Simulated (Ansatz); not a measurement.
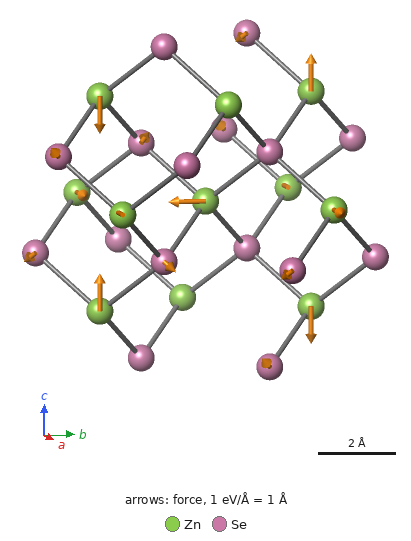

Starting geometry of a defect cell of composition Zn$_{7}$Se$_{8}$ (cell charge −2) with the computed forces as orange arrows. Style: ball-and-stick. Shown: the atoms within 5.0 Å of the atom that moves most (axes of the conventional cell (4 times the calculation's cell)), slightly off an axis. Lengths and directions refer to the drawn axes.

Case: Zn on a Zn site beside a Zn vacancy, charge -2, atoms relaxed.

These are results of DFT r2SCAN, scalar-relativistic, plane waves, PAW in Ansatz, not measurements. Settings: plane-wave cutoff 500 eV; k-point mesh 2 × 2 × 2; occupations gaussian; smearing width 0.02 eV; no spin polarisation; atoms relaxed in a fixed cell; force threshold 0.02 eV/Å; at most 60 steps.

### Is this structure relaxed? If not, where do the atoms go?

It isn't relaxed: the largest force vector, on Zn atoms, is 1.00 eV/Å. The atoms end up moving mostly along the starting forces (cosine between the two patterns 0.98). The largest moves, 0.15 Å, are those of Zn atoms. By element the largest moves are Zn 0.15 Å, Se 0.11 Å. The cell doesn't change. Some distances before and after: Se–Zn 2.453 → 2.538 Å, Se–Zn 2.453 → 2.415 Å, Se–Zn 2.453 → 2.470 Å. Among the angles between lasting bonds that change: Se–Zn–Se 109.5° → 120.4°, Se–Zn–Se 109.5° → 103.2°, Zn–Se–Zn 109.5° → 103.5°. Over 3 accepted moves (4 points after the start) the energy falls by 0.548 eV per cell of the calculation. Largest force component: 1 eV/Å at the start, 0.0037 eV/Å at the end. 1 step only repeated the SCF at the same geometry. The run took 7.1 s on 8 threads of AMD EPYC 9R45 96-Core Processor (Zen 5), with other jobs on the host, peak memory 1.6 GiB.

Limits of the set-up: the periodic images lie only 8.0 Å apart, so the values are limited by the cell's size; the cell is charged, on a uniform background, and energies carry no finite-size correction.
